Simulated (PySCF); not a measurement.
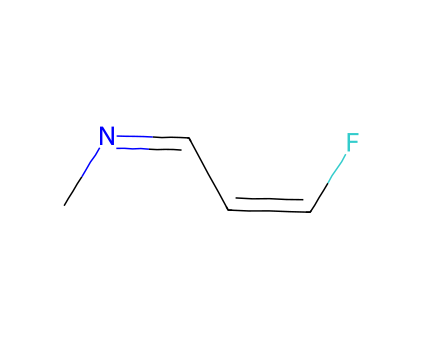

A structural formula.

> Transcribe the drawing into SMILES.

C/N=C\C=C/F

> Give the formula, hydrogens included.

C4H6FN.

More results for the same structure follow; atom numbers are the same in all pictures, views and colours differ. The computed structure is the end point of a GFN2-xTB optimisation. No frequency run is at hand to confirm it as a minimum.

**Charges**

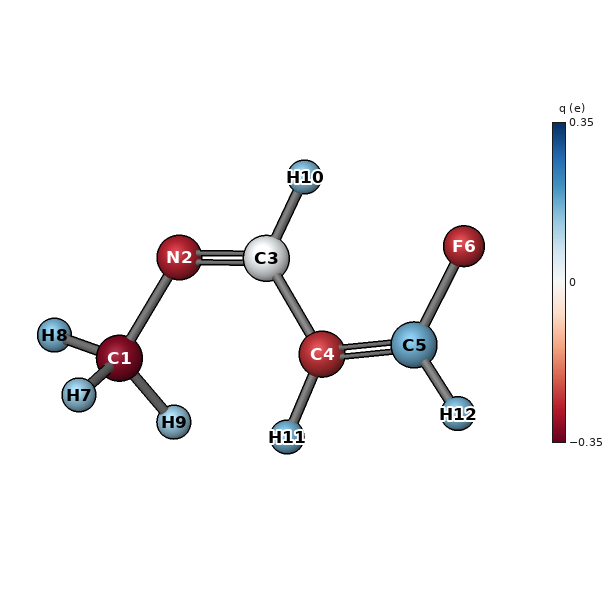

Atoms are coloured by their IAO charges. No frequency run is at hand to confirm it as a minimum. Properties computed with PBE0/pcSseg-1, gas phase (PySCF 2.14.0).

> Which atom carries the highest charge (most positive or least negative)?

C5, H11 (0.17 e).

> And the lowest?

C1 (−0.32 e).

Give the IAO charges atom by atom.

| atom | value (e) |
| --- | --- |
| C1 | −0.32 |
| N2 | −0.27 |
| C3 | 0.01 |
| C4 | −0.25 |
| C5 | 0.17 |
| F6 | −0.26 |
| H7 | 0.14 |
| H8 | 0.16 |
| H9 | 0.13 |
| H10 | 0.15 |
| H11 | 0.17 |
| H12 | 0.16 |

**Electronic properties**

No frequency run is at hand to confirm it as a minimum. Level of theory: PBE0/def2-SVPD, gas phase (PySCF 2.14.0). Excitations: vertical, linear response.

> Estimate the HOMO energy (Kohn–Sham orbital).

−7.03 eV.

> What is the mean static polarisability?

61.6 bohr³.

> Give the lowest vertical singlet excitation at this level.

3.91 eV.

> Estimate the HOMO–LUMO gap.

5.56 eV.

**NMR shielding**

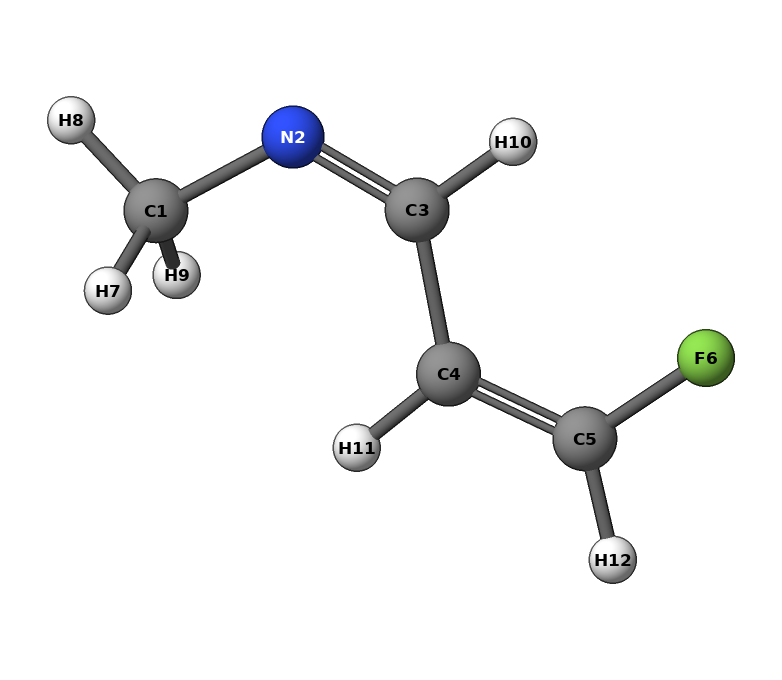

The questions are on isotropic NMR shieldings of the C atoms. No frequency run is at hand to confirm it as a minimum. Method: GIAO PBE0/pcSseg-1 NMR shielding, non-relativistic, gas phase (PySCF 2.14.0).

> Which C atom is the most shielded (lowest chemical shift)?

C1 (148.0 ppm).

> Which C atom is the least shielded (highest chemical shift)?

C5 (20.6 ppm).

> How wide is the range of C shifts?

127.4 ppm.

Give the isotropic NMR shieldings of the C atoms atom by atom.

```csv
atom,σ (ppm)
C1,148.0
C3,28.8
C4,79.8
C5,20.6
```

**Bond orders**

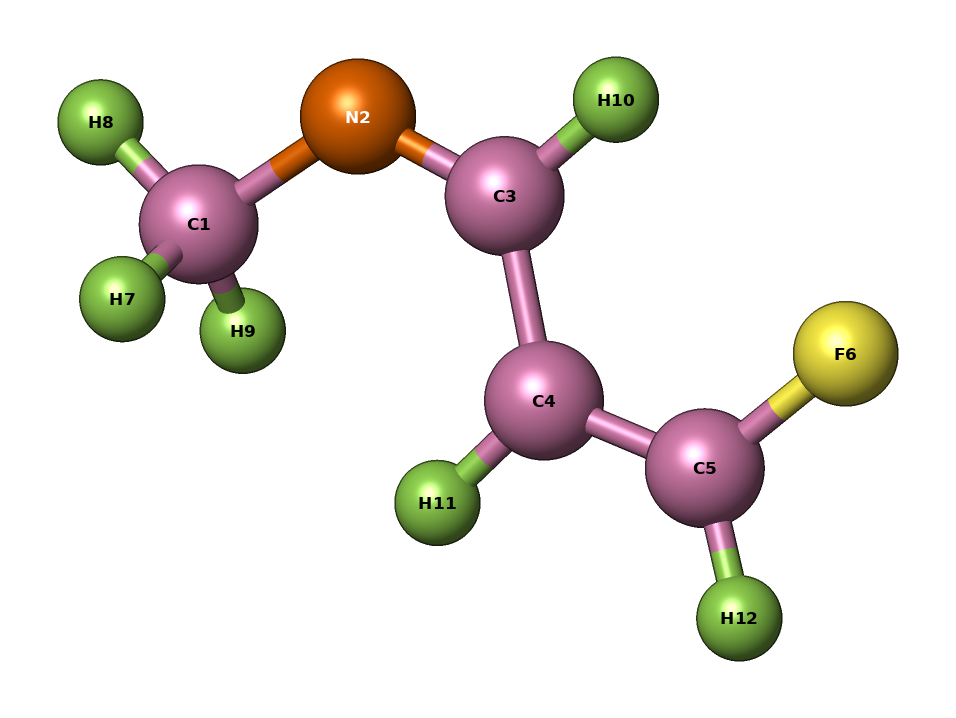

Every bond is drawn as one stick. No frequency run is at hand to confirm it as a minimum. Computed with PBE0/pcSseg-1 (PySCF 2.14.0).

> Which bond has the highest Mayer bond order?

N2–C3, 1.94, at a length of 1.262 Å.

List the Mayer bond orders of C1–N2, C1–H7, C1–H8, C1–H9, N2–C3, C3–C4, C3–H10, C4–C5, C4–H11, C5–F6, C5–H12.

```tsv
bond	Mayer order	length (Å)
C1–N2	0.98	1.435
C1–H7	0.95	1.093
C1–H8	0.97	1.090
C1–H9	0.95	1.094
N2–C3	1.94	1.262
C3–C4	1.05	1.458
C3–H10	0.96	1.085
C4–C5	1.79	1.329
C4–H11	0.94	1.079
C5–F6	0.98	1.337
C5–H12	0.96	1.081
```
